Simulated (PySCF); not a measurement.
Consider C4H4F3N3.

The calculation's input:

```
{"job": {"kind": "uv", "xc": "CAM-B3LYP", "basis": "def2-SVPD", "nstates": 8, "ntriplets": 3}, "charge": 0, "multiplicity": 1}
F     -3.216651    -0.035204     0.483718
C     -1.902034     0.218403     0.556336
F     -1.757062     1.544567     0.510698
F     -1.493950    -0.180167     1.763188
C     -1.151913    -0.490103    -0.577296
N      0.250784    -0.225940    -0.509147
N      0.803495     0.809345    -1.100687
C      2.079808     0.735648    -0.770946
C      2.252252    -0.391646     0.043472
N      1.076188    -0.973902     0.188336
H     -1.323562    -1.564880    -0.474402
H     -1.545562    -0.116611    -1.526381
H      2.792358     1.454759    -1.114586
H      3.135171    -0.784742     0.500552
```

Command:

```sh
OMP_NUM_THREADS=1 python probes_run.py task.json out
```

Geometry: GFN2-xTB.

The calculation used PySCF 2.14.0, CAM-B3LYP/def2-SVPD, SCF density, gas phase.

What can the converged electron density and electron localisation function tell about the bonding?

Answer. N–N (1.31 Å): ρ at the midpoint is about 2.7 e/Å³; the ELF peaks at about 0.90 between the atoms; localised, covalent bonding.
C–N (1.32 Å): ρ is about 2.6 e/Å³ halfway; the ELF peaks at about 0.90 between the atoms, as expected for a covalent bond.
C–C (1.40 Å): ρ is about 2.1 e/Å³ halfway; the ELF peaks at about 0.95 between the atoms: localised, covalent bonding.
C–H (1.07 Å): ρ at the midpoint is about 2.1 e/Å³; the ELF climbs to about 1 towards the hydrogen, as it does in any bond to H: a covalent bond by its length.

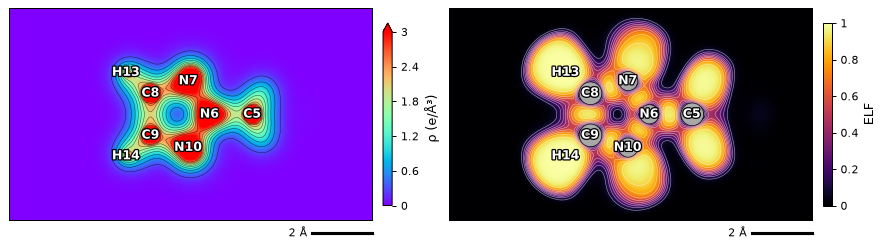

Computed electron density and electron localisation function on the plane of atoms N6, N10 and C9, in this order. Grey discs cover the atomic cores in the ELF map. 
